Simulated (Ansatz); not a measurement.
# SiCl3 (built on the sites of a database entry of SnI3): a soft mode frozen in, part 3 of 3

Aim: this structure of SiCl3 (built on the sites of a database entry of SnI3) is to be tested for unstable modes, and one is followed downhill.

Ansatz 0.2.0; DFT PBE, scalar-relativistic, plane waves, norm-conserving pseudopotentials.

So far. Step 4 (The mode frozen in, largest atomic shift 0.32 Å): The run ends at a pressure of 4.01 GPa, with forces up to 0.70 eV/Å. Step 5 (Energy along the mode, all amplitudes (two of the runs …): The lowest of the steps tried is at 0.32 Å, 44.4 meV/atom below the parent; the bottom of the well need not coincide with a step.

The structure was built from a prototype and need not be the compound's stable phase.

## (6) Relaxing from the distorted cell (continued)

Step by step (22 of 30):

| step | energy less that of the first step (eV) | largest force component (eV/Å) | pressure (GPa) | volume (Å³) |
| --- | --- | --- | --- | --- |
| 1 | 0.0000 | 0.6256 | 4.01 | 212.31 |
| 2 | -0.4814 | 0.3397 | 0.85 | 227.31 |
| 4 | -1.0786 | 0.2001 | 0.43 | 253.59 |
| 5 | -1.2495 | 0.2958 | 0.89 | 268.36 |
| 7 | -1.3314 | 0.0497 | -0.17 | 296.37 |
| 8 | -1.3367 | 0.0097 | 0.01 | 290.63 |
| 9 | -1.3367 | 0.0042 | -0.04 | 290.41 |
| 11 | -1.3369 | 0.0000 | 0.00 | 290.24 |
| 12* | -1.4483 | 0.0032 | 0.33 | 290.24 |
| 13 | -1.4844 | 0.1080 | 0.09 | 304.47 |
| 15 | -1.5113 | 0.1023 | 0.15 | 332.81 |
| 16 | -1.5119 | 0.0502 | -0.01 | 341.44 |
| 18 | -1.5132 | 0.0029 | 0.00 | 341.57 |
| 19 | -1.5132 | 0.0008 | 0.00 | 341.90 |
| 20 | -1.5132 | 0.0061 | 0.00 | 342.67 |
| 22 | -1.5132 | 0.0002 | 0.00 | 342.83 |
| 23* | -1.5280 | 0.0002 | 0.03 | 342.83 |
| 24 | -1.5283 | 0.0033 | 0.03 | 343.43 |
| 26 | -1.5292 | 0.0287 | 0.02 | 355.17 |
| 27 | -1.5296 | 0.0062 | -0.01 | 355.62 |
| 29 | -1.5295 | 0.0005 | 0.00 | 357.31 |
| 30* | -1.5314 | 0.0006 | 0.00 | 357.31 |

Relaxation steps marked * repeat the geometry before them on a plane-wave basis chosen anew for their cell, so energy and pressure can jump there. Other such steps can lie between the rows shown.

Forces are held to the 8 operations that the run works with; a distortion that breaks them can't arise in this run.

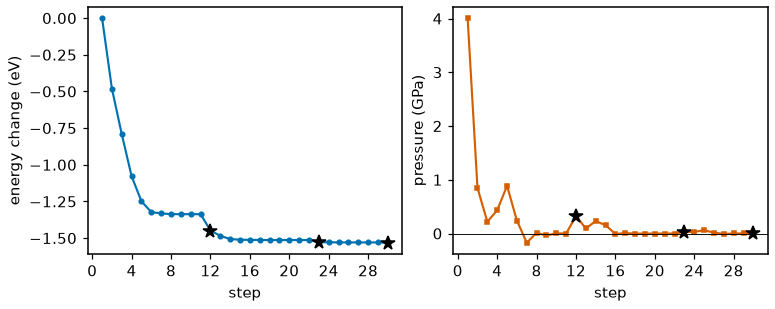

Energy and pressure along the relaxation. Stars mark steps on a basis chosen anew.

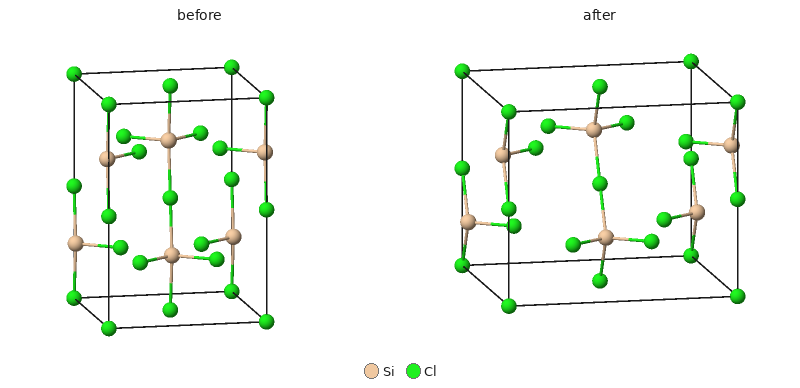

Before and after, at one scale. Bonds to atoms that aren't drawn are left out.

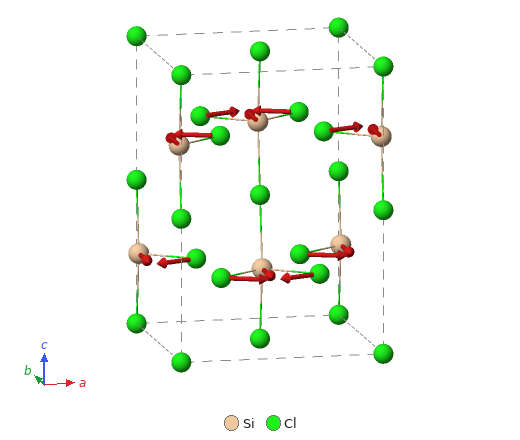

Displacements in the relaxation, exaggerated, measured against the changing cell; the longest in the cell stands for 0.75 Å. Bonds to atoms that aren't drawn are left out. Some periodic images of atoms are drawn too.

| cell as run | before | after | change |
| --- | --- | --- | --- |
| a (Å) | 4.735 | 6.608 | +39.6 % |
| b (Å) | 4.735 | 6.608 | +39.6 % |
| c (Å) | 9.470 | 8.209 | -13.3 % |
| γ (°) | 90.00 | 94.65 | +5.2 % |
| volume (Å³/atom) | 26.54 | 44.66 | +68.3 % |

The atoms that moved most (Å, as changes of fractional coordinates times the final cell):

| atom | dx | dy | dz | length |
| --- | --- | --- | --- | --- |
| Cl4 | 0.291 | -0.695 | 0.000 | 0.754 |
| Cl8 | -0.695 | 0.291 | 0.000 | 0.754 |
| Cl7 | 0.695 | -0.291 | 0.000 | 0.754 |
| Cl3 | -0.291 | 0.695 | 0.000 | 0.754 |
| Si2 | -0.516 | -0.516 | 0.000 | 0.730 |
| Si1 | 0.516 | 0.516 | 0.000 | 0.730 |

Numbers from this step:

```yaml
pressure: 0.002527 GPa
volume_per_atom: 44.66 Å³
```

The distorted start has space group Cmcm; the relaxation ends in Cmcm.

## (7) The new phase in its own primitive cell

The relaxed structure is symmetrised, reduced to its primitive cell and relaxed tightly, as its phonons need.

The input, input.yaml:

```yaml
crystal:
  lattice:
    - [4.858565005, -4.4795704067, 0.0]
    - [4.858565005, 4.4795704067, 0.0]
    - [0.0, 0.0, 8.2085749971]
  atoms:
    - { symbol: Si, position: [0.8707120488, 0.1292879512, 0.75] }
    - { symbol: Si, position: [0.1292879512, 0.8707120488, 0.25] }
    - { symbol: Cl, position: [0.9057205093, 0.437474122, 0.75] }
    - { symbol: Cl, position: [0.0942794907, 0.562525878, 0.25] }
    - { symbol: Cl, position: [0.0, 0.0, 0.0] }
    - { symbol: Cl, position: [0.0, 0.0, 0.5] }
    - { symbol: Cl, position: [0.562525878, 0.0942794907, 0.75] }
    - { symbol: Cl, position: [0.437474122, 0.9057205093, 0.25] }
kpoints:
  mp_grid: { grid: [6, 6, 6] }
hamiltonian:
  xc: pbe
  pseudopotentials: { kind: nc }
scf:
  occupations: { method: methfessel_paxton, width: 0.2 }
output:
  forces: true
  stress: true
  eigenvalues: true
relax:
  adjacent_minimum: "off"
  f_tol: 0.001
  max_steps: 60
  cell: { stress_tol: 0.01 }
```

Run with:

```console
ansatz run input.yaml --threads 4 --pin off --max-ram 14336MiB --backend cpu --events-out ev --progress --plain --runs-dir out
```

Numbers of over 12 decimals in the logs are rounded to 6 here.

The program printed:

```text
Engine: ansatz 0.2.0, aarch64-unknown-linux-gnu
Pseudopotentials: kind: nc
Pseudopotential: Si, nc, valence charge 4, recommended cutoff 489.804952 eV (normal), Si.nc.azcp
Pseudopotential: Cl, nc, valence charge 7, recommended cutoff 789.130201 eV (normal), Cl.nc.azcp (PseudoDojo's, or run here from an input of PseudoDojo's: the run reads no file of this project's for it)
Functional definition: PBE
  parameter kappa = 0.804
  parameter beta = 0.066725
[...]
k-point 1: bands = [... 21 lower, -2.7868, -2.6816, -2.6612, -0.7898, 1.8606, 3.2170, 3.9421, 4.0691, ... 4 higher]
  k-point 2: bands = [... 21 lower, -2.8475, -2.6406, -2.6357, -0.2887, 1.1382, 3.7128, 4.1776, 4.2687, ... 4 higher]
  k-point 51: bands = [... 21 lower, -2.8813, -2.5262, -2.5262, 0.4195, 0.4195, 3.9677, 3.9677, 4.1088, ... 4 higher]
End of that report.
Error: SIGTERM received: cancelled by the caller after 3 completed SCF iterations
[key lines of the parts left out:]
Free energy (F): -2914.425838 eV
Fermi energy:    0.384455 eV
P = ⅓ Tr σ = -0.0112 GPa (-0.112 kbar)
```

The job ended after 18 min (4 threads of Arm Neoverse V1, shared host; peak memory 1.8 GiB).

The run was cut off at its time limit.

The program's message: “cancelled by the caller after 3 completed SCF iterations”

## (8) What came out

| Quantity | Value |
| --- | --- |
| unstable mode of the parent | q = (0, 0, -0.5), 253i cm⁻¹ |
| depth at the lowest point sampled | 44.4 meV/atom |
| largest atomic shift at that point | 0.32 Å |
| space group reached (within 0.01 Å) | Cmcm |
| energy gained over the parent (first relaxation, on the mesh of the frozen mode) | 235 meV/atom |
| volume per atom, phase reached | 44.7 Å³ |

Along this mode the structure falls into Cmcm, 235 meV/atom below the parent. At the parent's cell the well is 44.42 meV/atom deep on the steps tried, with its lowest point at a shift of 0.32 Å. Relaxing atoms and cell changes the gain by +190.47 meV/atom against the lowest step (energies at zero smearing). Most of the total comes from this relaxation. The modes of the phase reached were not computed on this path. Of the 5 patterns followed to their end from this parent, this one ends 28.6 meV/atom above the lowest, Amm2. Each path keeps the symmetry of its pattern, so a lower phase may lie along a pattern not tried. With no gap, or one that is small against the smearing, the frequencies hang on the k mesh and the smearing, most of all near Kohn anomalies. The phonon runs are without spin polarisation, although the cell has an odd electron count. The volume moved by more than a tenth on the k mesh of the start, so the energy gain is rough. A phonon run warned that its eigensolver left some bands unconverged in a pass. The starting cell was built on a prototype and not taken from a measurement, so the phase need not exist.

[Logs are printed without paths, hosts, clocks, repeated set-up lines and the standing remarks that a program may print on its own settings, such as how far it seeks lower states.]

[Hosts, paths, dates, database ids (printed as entryN), source tags and the programs' standing remarks are cut or masked in the printed files.]
